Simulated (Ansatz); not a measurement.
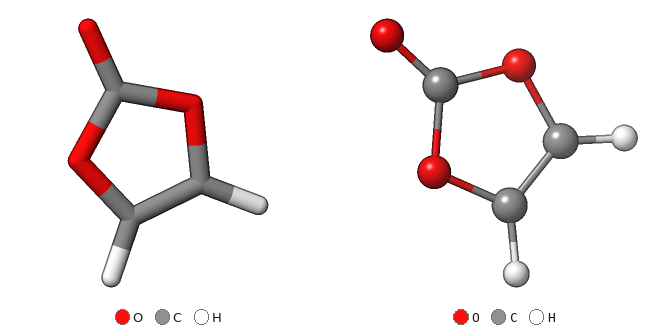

Two views of one molecule.

The computed structure is the end point of a PBE0-D4/def2-TZVP optimisation.

Question: What is the molecular formula?

Answer: C₃H₂O₃, 8 atoms: 3 carbon, 2 hydrogen and 3 oxygen.

Question: Describe its rings.

Answer: Independent rings (smallest set): 1 of 5 members, 1 of them aromatic.

Question: How many atoms are distinct by symmetry?

Answer: 5: 1 O, 1 C, 2 O, 2 C, 2 H.

Question: What is the point group of this geometry?

Answer: C2v.

More results for the same structure follow; atom numbers are the same in all pictures, views and colours differ.

**Shape**

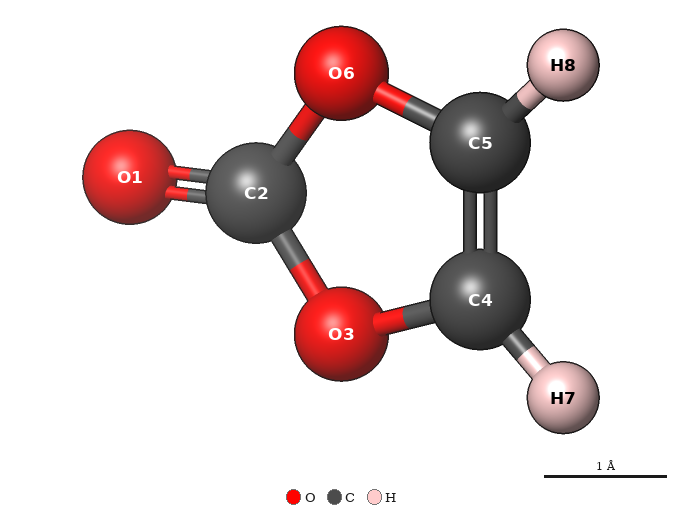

Atoms carry their numbers in the input.

Question: Describe the coordination of atom 4.

Answer: C4 has 3 neighbours (O3 at 1.37, C5 at 1.32, H7 at 1.08 Å); the arrangement is trigonal planar.

Question: What is the geometry at O3?

Answer: O3 has 2 neighbours (C2 at 1.36, C4 at 1.37 Å); the arrangement is bent.

Question: Describe the coordination of atom 2.

Answer: C2 has 3 neighbours (O1 at 1.18, O3 at 1.36, O6 at 1.36 Å); the arrangement is trigonal planar.

Question: What is the dihedral angle O3–C4–C5–O6?

Answer: 0° in size, that is syn (eclipsed).

**Vibrations**

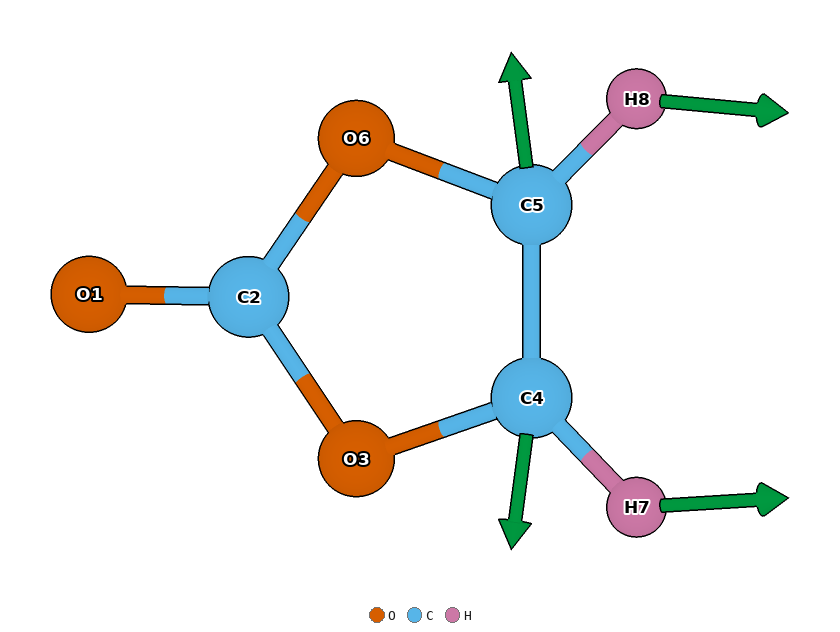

The arrows show one normal mode. Harmonic vibrations computed with RKS PBE0-D4/def2-TZVP (Ansatz 0.2.0) at a stationary point of the same level.

Question: Estimate its harmonic wavenumber.

Answer: 1695 cm⁻¹; it is mode 15 of 18 counted from the lowest.

**Charges**

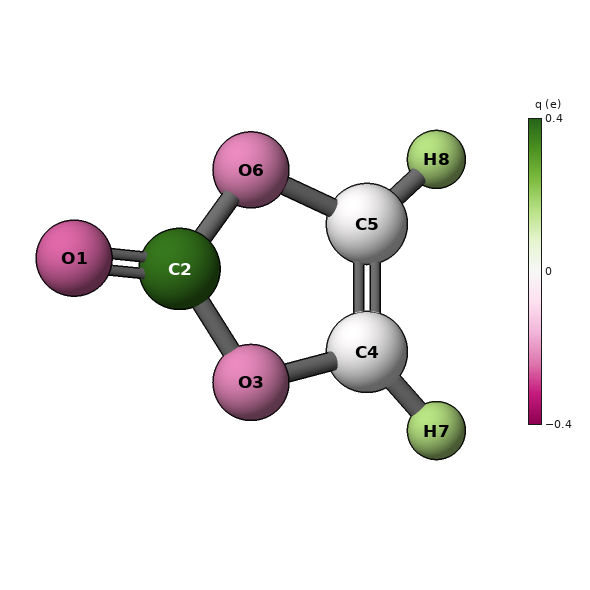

Atoms are coloured by their Mulliken charges. Method: RKS B3LYP-D4/def2-TZVPP (Ansatz 0.2.0).

Question: Which atom carries the highest charge (most positive or least negative)?

Answer: C2 (0.37 e).

Question: And the lowest?

Answer: O1 (−0.25 e).

List the Mulliken charges.

```json
{"atom": "O1", "value (e)": "−0.25"}
{"atom": "C2", "value (e)": "0.37"}
{"atom": "O3", "value (e)": "−0.22"}
{"atom": "C4", "value (e)": "0.00"}
{"atom": "C5", "value (e)": "0.00"}
{"atom": "O6", "value (e)": "−0.22"}
{"atom": "H7", "value (e)": "0.17"}
{"atom": "H8", "value (e)": "0.17"}
```

**Electronic properties**

Level of theory: RKS r2SCAN0-D4/def2-TZVPP (Ansatz 0.2.0).

Predict the main results.

- HOMO energy (Kohn–Sham orbital): −7.61 eV
- LUMO energy (Kohn–Sham orbital): 0.01 eV
- HOMO–LUMO gap: 7.62 eV
- dispersion correction: −4.3 kJ/mol

Mulliken values depend strongly on the basis set and can even reverse the polarity of a bond.
